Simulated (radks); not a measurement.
**Polarisabilities and dispersion coefficients of Ca, Sc⁺, Ti²⁺ and others**

Aim: static dipole polarisabilities and C6 coefficients, each species in its NIST ground configuration. After each ground state the linear response is solved; its values go to the run's result record, not to the log. Response by self-consistent Sternheimer equations with the Hartree and adiabatic LDA kernel.

Program: radks (a radial shooting solver on a logarithmic mesh, Libxc functionals) version 1. Level of theory: non-relativistic Kohn-Sham, LDA (Slater exchange, VWN5 correlation), spin-polarised, spherical densities, point nucleus; open shells are filled with parallel spins first. These are calculated values, not measurements, unless marked.

## 1. The atom as given

* species: Ca ([Ar] 4s2), Sc⁺ ([Ar] 3d1 4s1), Ti²⁺ ([Ar] 3d2), V³⁺ ([Ar] 3d2), Cr⁴⁺ ([Ar] 3d2), Mn⁵⁺ ([Ar] 3d2), Fe⁶⁺ ([Ar] 3d2), Co⁷⁺ ([Ar] 3d2), Ni⁸⁺ ([Ar] 3d2)

In the logs a row gives level, spin channel, occupation and eigenvalue; Etot, Ekin, Encl (electron-nucleus), Eh (Hartree) and Exc are energies, all in hartree; err is the last residual, it the number of iterations.

## 2. Ca, [Ar] 4s2

Settings of this run:

```text
Z 20
configuration [Ar] 4s2
relativity non-relativistic
functional lda,vwn5
spin polarised
nucleus point
response adiabatic LDA kernel
```

The log of the run:

```text
1s      1   1.0000        -143.93518078
2s      1   1.0000         -15.04690552
2p      1   3.0000         -12.28537637
3s      1   1.0000          -1.70633079
3p      1   3.0000          -1.03057252
4s      1   1.0000          -0.14141054
1s      2   1.0000        -143.93518078
2s      2   1.0000         -15.04690552
2p      2   3.0000         -12.28537637
3s      2   1.0000          -1.70633079
3p      2   3.0000          -1.03057252
4s      2   1.0000          -0.14141054
Etot -675.7422826144522
Ekin 674.6573338114283
Encl -1601.4632088535463
Eh 285.2061304623911
Exc -34.142538034725256
err 1.3210815446307686e-09
it 13
```

The top filled level is 4s, -3.848 eV. The response step gives α = 148.6 bohr³ (277.4 without the induced potential) and C6 = 1991 hartree bohr⁶.

From the orbitals of this run (lengths in bohr):

```tsv
level	occupation	energy (eV)	<r>	outermost maximum (interpolated)	90 % within	nodes
1s	2	-3916.7	0.07754	0.0509	0.138	0
2s	2	-409.45	0.3680	0.303	0.573	1
2p	6	-334.30	0.3292	0.247	0.543	0
3s	2	-46.432	1.165	0.999	1.75	2
3p	6	-28.043	1.275	1.05	1.98	1
4s	2	-3.848	3.989	3.34	5.99	3
```

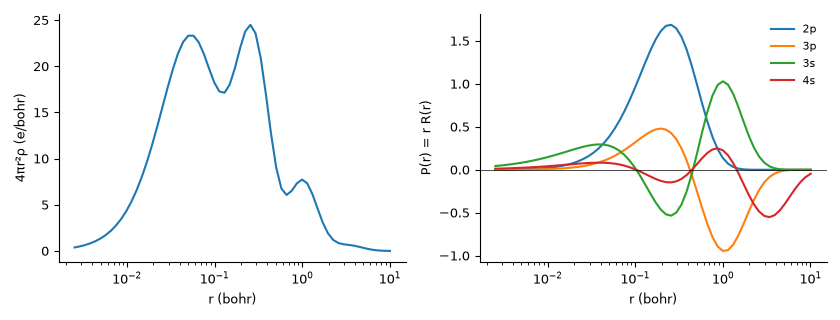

Left: shells in the radial density. Right: radial functions of the outer levels.

## 3. Sc⁺, [Ar] 3d1 4s1

Changes since step 2:

```diff
@@ -1,3 +1,3 @@
-Z 20
-configuration [Ar] 4s2
+Z 21
+configuration [Ar] 3d1 4s1
 relativity non-relativistic
```

The log of the run:

```text
1s      1   1.0000        -160.44490352
2s      1   1.0000         -17.46858119
2p      1   3.0000         -14.50135128
3s      1   1.0000          -2.26089557
3p      1   3.0000          -1.50563463
3d      1   1.0000          -0.39611952
4s      1   1.0000          -0.38003915
1s      2   1.0000        -160.44354268
2s      2   1.0000         -17.45778579
2p      2   3.0000         -14.49270771
3s      2   1.0000          -2.22826543
3p      2   3.0000          -1.47211974
3d      2   0.0000          -0.35660858
4s      2   0.0000          -0.33371325
Etot -758.442642159755
Ekin 757.3103667040408
Encl -1792.3101224533666
Eh 313.3259093570257
Exc -36.76879576745496
err 4.941542142996986e-10
it 14
```

The top filled level is 4s up, -10.341 eV. The response step gives α = 53.83 bohr³ (72.11 without the induced potential) and C6 = 352.6 hartree bohr⁶.

## 4. Ti²⁺, [Ar] 3d2

Settings of this run:

```text
Z 22
configuration [Ar] 3d2
relativity non-relativistic
functional lda,vwn5
spin polarised
nucleus point
response adiabatic LDA kernel
```

The log of the run:

```text
1s      1   1.0000        -177.86700062
2s      1   1.0000         -20.04759964
2p      1   3.0000         -16.87344693
3s      1   1.0000          -2.87105331
3p      1   3.0000          -2.03489789
3d      1   2.0000          -0.76197944
1s      2   1.0000        -177.86728363
2s      2   1.0000         -20.02311965
2p      2   3.0000         -16.85453277
3s      2   1.0000          -2.80415850
3p      2   3.0000          -1.96894574
3d      2   0.0000          -0.70024969
Etot -846.5305662649245
Ekin 845.3415196770688
Encl -1995.4633345389143
Eh 343.10623546018525
Exc -39.51498686326424
err 3.168392416058728e-11
it 15
```

3d up is the highest filled level (-20.735 eV). The response step gives α = 5.149 bohr³ (6.449 without the induced potential) and C6 = 15.45 hartree bohr⁶.

## 5. V³⁺, [Ar] 3d2

Changes since step 4:

```diff
@@ -1,2 +1,2 @@
-Z 22
+Z 23
 configuration [Ar] 3d2
```

The log of the run:

```text
1s      1   1.0000        -196.49311211
2s      1   1.0000         -23.11450528
2p      1   3.0000         -19.72924089
3s      1   1.0000          -3.79501738
3p      1   3.0000          -2.86739815
3d      1   2.0000          -1.40708698
1s      2   1.0000        -196.49319109
2s      2   1.0000         -23.08084689
2p      2   3.0000         -19.70331662
3s      2   1.0000          -3.71501464
3p      2   3.0000          -2.78905147
3d      2   0.0000          -1.33268463
Etot -939.8196831076978
Ekin 938.5924866881618
Encl -2205.037929566324
Eh 368.64372251139906
Exc -42.01796274093499
err 2.7621440539954807e-09
it 14
```

The top filled level is 3d up, -38.289 eV. The response step gives α = 2.280 bohr³ (3.072 without the induced potential) and C6 = 5.863 hartree bohr⁶.

## 6. Cr⁴⁺, [Ar] 3d2

Changes since step 5:

```diff
@@ -1,2 +1,2 @@
-Z 23
+Z 24
 configuration [Ar] 3d2
```

The log of the run:

```text
1s      1   1.0000        -216.14005527
2s      1   1.0000         -26.45873885
2p      1   3.0000         -22.86076220
3s      1   1.0000          -4.85250235
3p      1   3.0000          -3.83156735
3d      1   2.0000          -2.18995484
1s      2   1.0000        -216.13993492
2s      2   1.0000         -26.41610338
2p      2   3.0000         -22.82804540
3s      2   1.0000          -4.76184814
3p      2   3.0000          -3.74280503
3d      2   0.0000          -2.10367229
Etot -1038.2671290576525
Ekin 1037.0054716427812
Encl -2424.5172033753697
Eh 393.73961479840597
Exc -44.49501212346982
err 2.9393939611892897e-09
it 14
```

Highest occupied level: 3d up at -59.592 eV. The response step gives α = 1.367 bohr³ (1.909 without the induced potential) and C6 = 2.952 hartree bohr⁶.

## 7. Mn⁵⁺, [Ar] 3d2

Changes since step 6:

```diff
@@ -1,2 +1,2 @@
-Z 24
+Z 25
 configuration [Ar] 3d2
```

The log of the run:

```text
1s      1   1.0000        -236.79933814
2s      1   1.0000         -30.06996993
2p      1   3.0000         -26.25799731
3s      1   1.0000          -6.03408525
3p      1   3.0000          -4.91873553
3d      1   2.0000          -3.10018349
1s      2   1.0000        -236.79901906
2s      2   1.0000         -30.01844961
2p      2   3.0000         -26.21860173
3s      2   1.0000          -5.93414751
3p      2   3.0000          -4.82060780
3d      2   0.0000          -3.00247714
Etot -1141.8594772152367
Ekin 1140.565993300132
Encl -2654.0461096324248
Eh 418.57734891848963
Exc -46.95670980143349
err 3.387771872142625e-10
it 15
```

The top filled level is 3d up, -84.360 eV. The response step gives α = 0.9300 bohr³ (1.323 without the induced potential) and C6 = 1.693 hartree bohr⁶.

## 8. Fe⁶⁺, [Ar] 3d2

Changes since step 7:

```diff
@@ -1,2 +1,2 @@
-Z 25
+Z 26
 configuration [Ar] 3d2
```

The log of the run:

```text
1s      1   1.0000        -258.46700302
2s      1   1.0000         -33.94315270
2p      1   3.0000         -29.91611802
3s      1   1.0000          -7.33543492
3p      1   3.0000          -6.12494690
3d      1   2.0000          -4.13267451
1s      2   1.0000        -258.46648148
2s      2   1.0000         -33.88279275
2p      2   3.0000         -29.87010807
3s      2   1.0000          -7.22705787
3p      2   3.0000          -6.01808609
3d      2   0.0000          -4.02385763
Etot -1250.5886855212923
Ekin 1249.265456588516
Encl -2893.688006302869
Eh 443.24190823499646
Exc -49.408044041935824
err 4.131569797767118e-09
it 14
```

The top filled level is 3d up, -112.46 eV. The response step gives α = 0.6767 bohr³ (0.9728 without the induced potential) and C6 = 1.050 hartree bohr⁶.

## 9. Co⁷⁺, [Ar] 3d2

Changes since step 8:

```diff
@@ -1,2 +1,2 @@
-Z 26
+Z 27
 configuration [Ar] 3d2
```

The log of the run:

```text
1s      1   1.0000        -281.14082183
2s      1   1.0000         -38.07533223
2p      1   3.0000         -33.83233293
3s      1   1.0000          -8.75414592
3p      1   3.0000          -7.44800948
3d      1   2.0000          -5.28448559
1s      2   1.0000        -281.14009158
2s      2   1.0000         -38.00615714
2p      2   3.0000         -33.77974833
3s      2   1.0000          -8.63788968
3p      2   3.0000          -7.33283039
3d      2   0.0000          -5.16479065
Etot -1364.4493743311384
Ekin 1363.098134276026
Encl -3143.4764339629937
Eh 467.78071938411614
Exc -51.851794028286804
err 2.9341106371924943e-09
it 14
```

The top filled level is 3d up, -143.80 eV. The response step gives α = 0.5138 bohr³ (0.7432 without the induced potential) and C6 = 0.6867 hartree bohr⁶.

## 10. Ni⁸⁺, [Ar] 3d2

Changes since step 9:

```diff
@@ -1,2 +1,2 @@
-Z 27
+Z 28
 configuration [Ar] 3d2
```

The log of the run:

```text
1s      1   1.0000        -304.81938394
2s      1   1.0000         -42.46457551
2p      1   3.0000         -38.00483780
3s      1   1.0000         -10.28871504
3p      1   3.0000          -8.88655293
3d      1   2.0000          -6.55373118
1s      2   1.0000        -304.81843746
2s      2   1.0000         -42.38660038
2p      2   3.0000         -37.94570505
3s      2   1.0000         -10.16497127
3p      2   3.0000          -8.76334452
3d      2   0.0000          -6.42333786
Etot -1483.4376996986575
Ekin 1482.0599383192045
Encl -3403.431488976552
Eh 492.2235431101428
Exc -54.289692151453
err 2.1696902699250793e-09
it 14
```

Highest occupied level: 3d up at -178.34 eV. The response step gives α = 0.4019 bohr³ (0.5836 without the induced potential) and C6 = 0.4675 hartree bohr⁶.

## 11. Results

```tsv
species	−ε(HOMO) (eV)	α (bohr³)	α uncoupled (bohr³)	C6 (hartree bohr⁶)	C8 (hartree bohr⁸)	recommended α (bohr³)
Ca	3.848	148.6	277.4	1991	221845	160.8
Sc⁺	10.341	53.83	72.11	352.6	-	-
Ti²⁺	20.735	5.149	6.449	15.45	-	-
V³⁺	38.289	2.280	3.072	5.863	-	-
Cr⁴⁺	59.592	1.367	1.909	2.952	-	-
Mn⁵⁺	84.360	0.9300	1.323	1.693	-	-
Fe⁶⁺	112.46	0.6767	0.9728	1.050	-	-
Co⁷⁺	143.80	0.5138	0.7432	0.6867	-	-
Ni⁸⁺	178.34	0.4019	0.5836	0.4675	-	-
```

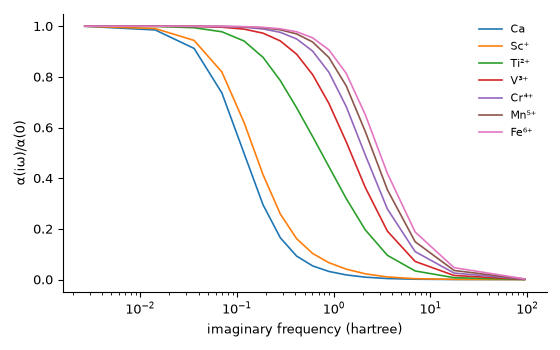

Polarisability at imaginary frequency, each scaled by its static value.

**Reading.** Uncoupled leaves out the potential induced by the response; C6 and C8 are for like pairs. Ca is the most polarisable and Ni⁸⁺ the least, a factor 370 apart. For the pair Ca–Ni⁸⁺ the Casimir-Polder integral gives C6 = 11.85, the rule 2·Ca·Cb/(Ca·αb/αa + Cb·αa/αb) on the like-pair values 10.44. Against the recommended values (Schwerdtfeger and Nagle, 2023 table) the misses are Ca -8 %. C8 is given only where no p, d or f shell is open. For heavy and open-shell atoms this level can miss by tens of per cent.
